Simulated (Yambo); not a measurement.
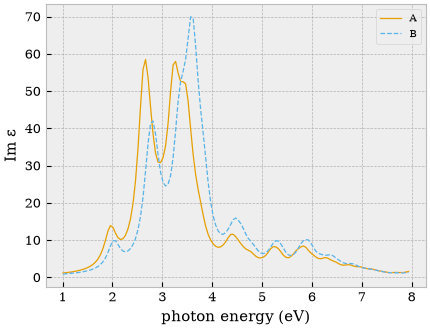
Two computed absorption spectra of Mg2Ge (anti-fluorite, space group Fm-3m, No. 225) (Yambo, LDA bands with the same scissor, field along x)

### Question
Which curve includes the electron-hole attraction (BSE)?

### Answer
Curve A: the attraction moves weight to lower energy (centre of the plotted range 3.5 eV against 3.8 eV). Settings: 6×6×6 mesh, 3 valence and 10 conduction bands, static screening with 41 bands and a 4 Ry block, scissor 0.88 eV, Tamm-Dancoff. The scissor comes from a G0W0 run whose convergence isn't established. Broadening 0.15 eV. The band window holds all transitions up to 9.2 eV. On this mesh the peak heights and the fine structure are mesh artefacts; only the shift of weight is robust.

The standard potential for Ge keeps a d shell in the valence without the s and p states of that shell. In tests on such compounds this moved G0W0 gaps by up to about 0.9 eV, so absolute quasiparticle energies here are unreliable; differences between settings are what counts.

Spin-orbit coupling is not included.

Geometry relaxed with LDA; primitive cell a = b = c = 4.445 Å, α = β = γ = 60.00°.
